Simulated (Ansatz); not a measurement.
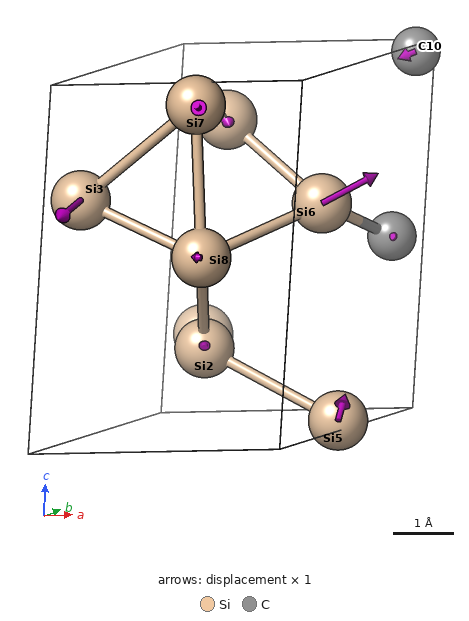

This is a relaxation of a crystal of Si₄C (a generated structure, set up in P1) (coarse preliminary run). The starting structure is drawn; purple arrows show the displacements (the part carried along by the change of the cell is left out), at their true length.

Style: ball-and-stick. Shown: the cell of the calculation, from a free direction.

Theory: DFT PBE, scalar-relativistic, plane waves, PAW in Ansatz 0.2.0.

Input file:
```yaml
crystal:
  lattice:
    - [4.7376720895, 0.0, 0.0]
    - [0.0959593554, 4.8059786501, 0.0]
    - [0.4297452747, 1.107663879, 6.0885620412]
  atoms:
    - { symbol: Si, position: [0.434885546, 0.5310085523, 0.8413351327] }
    - { symbol: Si, position: [0.4327824999, 0.4681340716, 0.2290877176] }
    - { symbol: Si, position: [0.107637503, 0.0759601198, 0.6784502215] }
    - { symbol: Si, position: [0.1784570153, 0.9419804504, 0.217139965] }
    - { symbol: Si, position: [0.9430779187, 0.5441152376, 0.0175249698] }
    - { symbol: Si, position: [0.8426764253, 0.5103862301, 0.611322384] }
    - { symbol: Si, position: [0.5741637329, 0.0139246408, 0.937999884] }
    - { symbol: Si, position: [0.5896806151, 0.0985483908, 0.5135543722] }
    - { symbol: C, position: [0.9361114874, 0.8830555718, 0.4793888455] }
    - { symbol: C, position: [0.9605272564, 0.9328867348, 0.9741965078] }
basis:
  ecutwfc: 420
kpoints:
  mp_grid: { grid: [4, 4, 4] }
hamiltonian:
  xc: pbe
scf:
  occupations: { method: gaussian, width: 0.1 }
  lower_state_search: "off"
output:
  forces: true
  stress: true
  eigenvalues: true
relax:
  adjacent_minimum: "off"
  f_tol: 0.04
  max_steps: 70
  cell: { stress_tol: 0.4 }
```

Launched with:
```bash
ansatz run input.yaml --threads 1 --pin off --max-ram 2560MiB --backend cpu --events-out ev --progress --plain --runs-dir out
```

> Atoms of which element are displaced furthest, and by how much?

Silicon: up to 1.11 Å, against 0.35 Å for carbon.

> Describe the change and its energy.

The energy falls by 2.235 eV per cell of the calculation in 20 accepted moves (25 points after the start). The largest force component goes from 1.3 to 0.0097 eV/Å. The pressure goes from 4.26 to 0.04 GPa. The line search rejected the trial steps at points 12, 21, 23 of the run. At 2 points the geometry stayed and the basis and grid were re-selected for the new cell (energy shift of 0.388 eV per cell of the calculation at most each time). The largest moves relative to the cell, 1.11 Å, are those of Si3 and Si6. Si3 goes along [1 −3 0]. By element the largest moves are Si 1.11 Å, C 0.35 Å. The drawn cell changes as follows: a 4.738 → 4.816 Å (+1.7 %), b 4.807 → 6.733 Å (+40.1 %), c 6.203 → 6.162 Å (−0.7 %), α 79.6° → 62.8°, β 86.0° → 71.6°, γ 88.9° → 68.5°; the volume changes by +17.4 %. Among the contacts that change: Si6–Si8 2.520 → 4.899 Å, Si1–Si3 3.059 → 5.302 Å, Si2–Si4 2.838 → 4.860 Å, Si3–Si6 2.401 → 4.262 Å. Bonds break: Si1–Si7 (2.61 → 4.44 Å). Bond angles that change, for instance: Si7–Si4–C9 167.0° → 124.6°, Si1–Si7–Si4 89.4° → 124.8°, Si3–Si8–C9 144.4° → 110.6°. The space group stays P1 (No. 1). The run took 11 min on 1 thread of AMD EPYC (Zen 3) (shared host), peak memory 0.47 GiB.
